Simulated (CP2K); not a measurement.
Consider aziridine at its PBE geometry (Å).

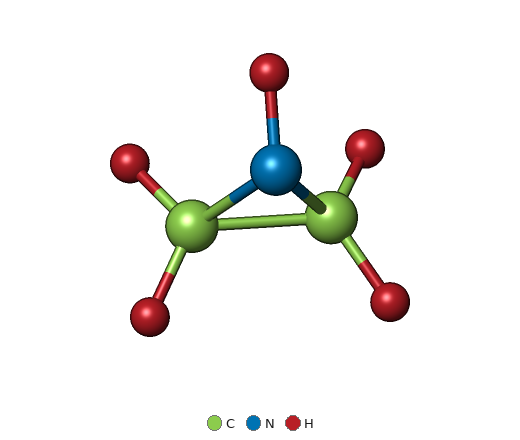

The molecule (carbon green, nitrogen blue, hydrogen red).

```xyz
8

C     0.7850   -0.0806    0.0393
C    -0.6591   -0.4356   -0.0068
N    -0.1852    0.8342   -0.6106
H     1.2115    0.2056    1.0022
H     1.4809   -0.5628   -0.6479
H    -1.0103   -1.1748   -0.7274
H    -1.2269   -0.3934    0.9243
H    -0.3959    1.6073    0.0268
```

Method: CP2K XAS_TDP, all-electron GAPW, PBEh(45%), aug-cc-pVDZ, TDA, GW2X-corrected core level, no relativity.

Where do the C K-edge lines lie, and how strong are they?

Leading lines: C1 290.67 eV. The leading line of an atom is its first one with 35 % of the strongest within 2.5 eV of its lowest line over the strength cut. Core ionisation energies at this level: C1 292.80 eV.

The first six lines of each atom with a strength over 0.0015:

| atom | energy (eV) | states | strength, one atom | above the computed threshold |
| --- | --- | --- | --- | --- |
| C1 (bonded to C, N and 2 H), 2 alike | 290.67 | 1 | 0.0104 |  |
|  | 291.11 | 1 | 0.0181 |  |
|  | 291.28 | 1 | 0.0202 |  |
|  | 291.69 | 1 | 0.0085 |  |
|  | 291.92 | 1 | 0.0155 |  |
|  | 292.83 | 1 | 0.0029 | yes |

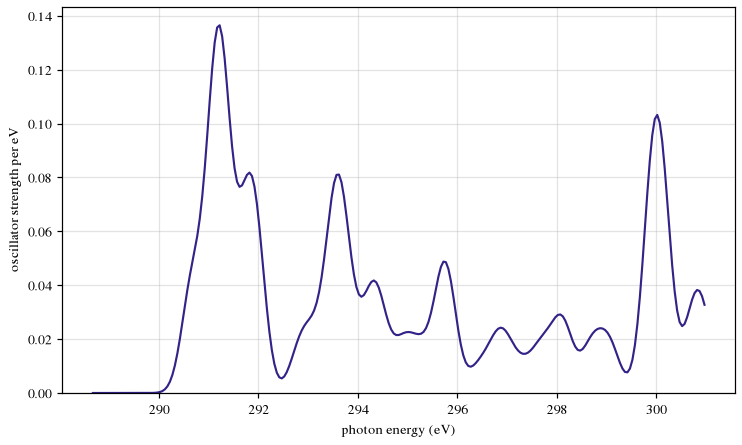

All atoms added, broadened by 0.5 eV.

Lines are vertical, at one geometry, with no vibrational structure. GW2X ionisation energies and lines can be off by 1 to 2 eV either way, and a good line position may hide errors that cancel. These values hold no scalar relativity, about 0.1 eV for C 1s. Rydberg lines, and the discretised continuum above threshold, depend on the basis and the box.

[Banner, clock and machine lines of the logs are left out without a mark of their own.]

[Logs are printed without paths, hosts, clocks, repeated set-up lines and the standing remarks that a program may print on its own settings, such as how far it seeks lower states.]

[Hosts, paths, dates, database ids (printed as entryN), source tags and the programs' standing remarks are cut or masked in the printed files.]
